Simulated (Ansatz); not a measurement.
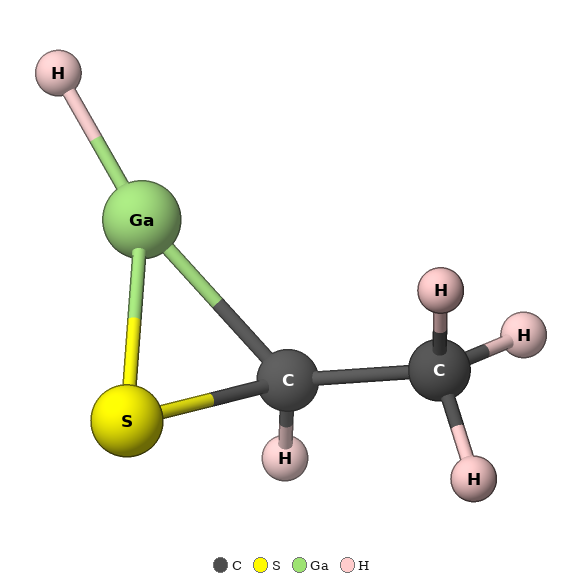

Rendered structure (ball-and-stick style).

**Give the formula.**

C2H5GaS, 9 atoms: 2 carbon, 5 hydrogen, 1 gallium and 1 sulfur.

**How many atoms are distinct by symmetry?**

9: 1 C, 1 C, 1 S, 1 Ga, 1 H, 1 H, 1 H, 1 H, 1 H.

**Give a SMILES string for it.**

C[C@H]1[S][GaH]1

The parts below concern this one geometry. Atoms keep their numbers from picture to picture. The computed structure is the end point of a PBE0-D4/def2-TZVP optimisation.

### Dipole moment

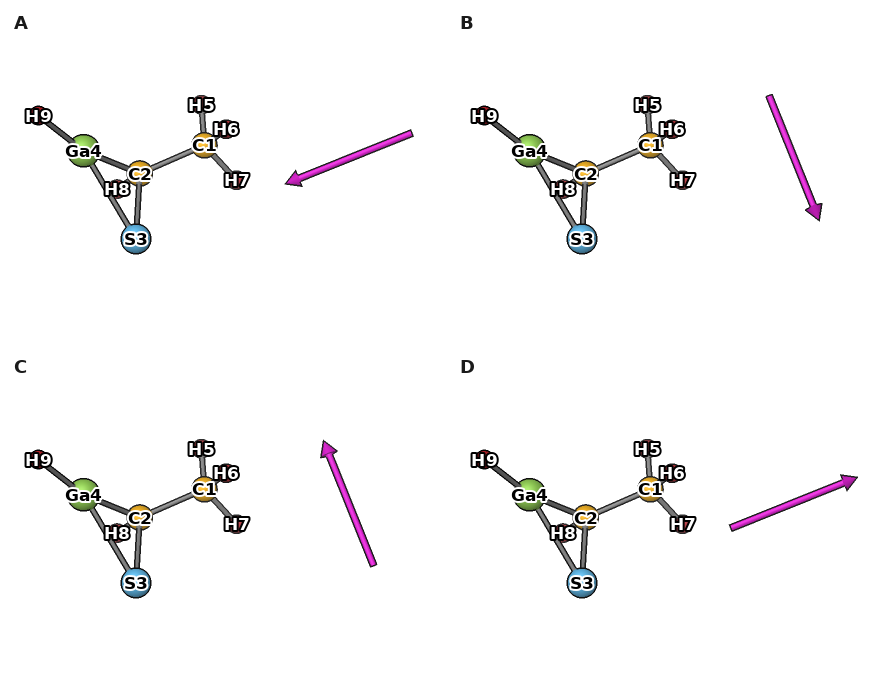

The same molecule four times, each with an arrow. Properties computed with RKS PBE0-D4/def2-TZVP (Ansatz 0.2.0).

**Which arrow points along the dipole moment, from the negative to the positive end?**

C. The dipole moment is 2.59 D; it points from the side of S3 to the side of H9 (the outermost atoms at the two ends).

### Charges

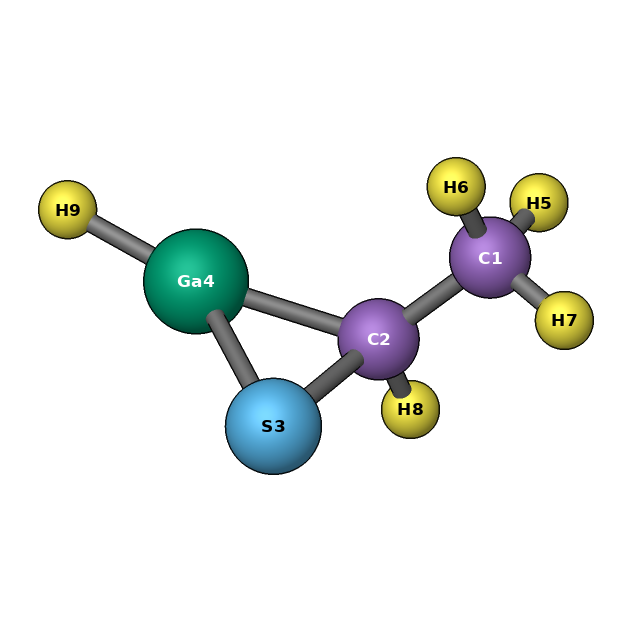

The questions are on Mulliken charges. Method: RKS r2SCAN-D4/def2-TZVPP (Ansatz 0.2.0).

**Which atom carries the highest charge (most positive or least negative)?**

Ga4 (0.19 e).

**And the lowest?**

S3 (−0.28 e).

Give the Mulliken charges atom by atom.

```tsv
atom	value (e)
C1	−0.09
C2	−0.08
S3	−0.28
Ga4	0.19
H5	0.05
H6	0.03
H7	0.05
H8	0.08
H9	0.05
```

### Thermal motion

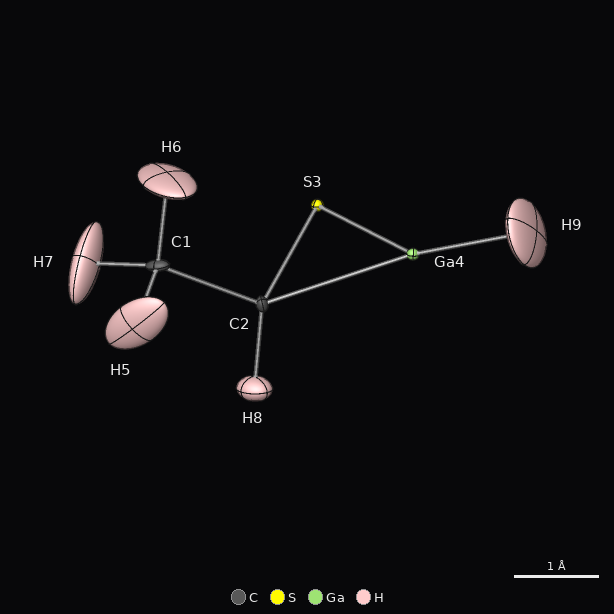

Displacement ellipsoids at the 50 % level, from the internal vibrations of the free molecule (harmonic, no overall translation or rotation; no half-axis is drawn under 0.075 Å). Vibrations computed with RKS PBE0-D4/def2-TZVP (Ansatz 0.2.0). Temperature: 600 K.

**Which atom moves most?**

H6, with U_eq = 0.0553 Å².

**Does H6 move more along its bond or across it?**

Across it: the root-mean-square amplitude is 0.081 Å along the bond and up to 0.346 Å across, since bending and torsion are softer than stretching.

List U_eq and the three principal root-mean-square amplitudes for each kind of atom.

| atom | U_eq (Å²) | rms amplitudes (Å) |
| --- | --- | --- |
| C1 | 0.0051 | 0.026, 0.068, 0.100 |
| C2 | 0.0041 | 0.049, 0.065, 0.076 |
| S3 | 0.0016 | 0.017, 0.043, 0.053 |
| Ga4 | 0.00052 | 0.010, 0.021, 0.032 |
| H5 | 0.0503 | 0.093, 0.175, 0.334 |
| H6 | 0.0553 | 0.077, 0.200, 0.346 |
| H7 | 0.0532 | 0.105, 0.190, 0.335 |
| H8 | 0.0175 | 0.096, 0.128, 0.164 |
| H9 | 0.0536 | 0.094, 0.270, 0.281 |

Mulliken values depend strongly on the basis set and can even reverse the polarity of a bond.
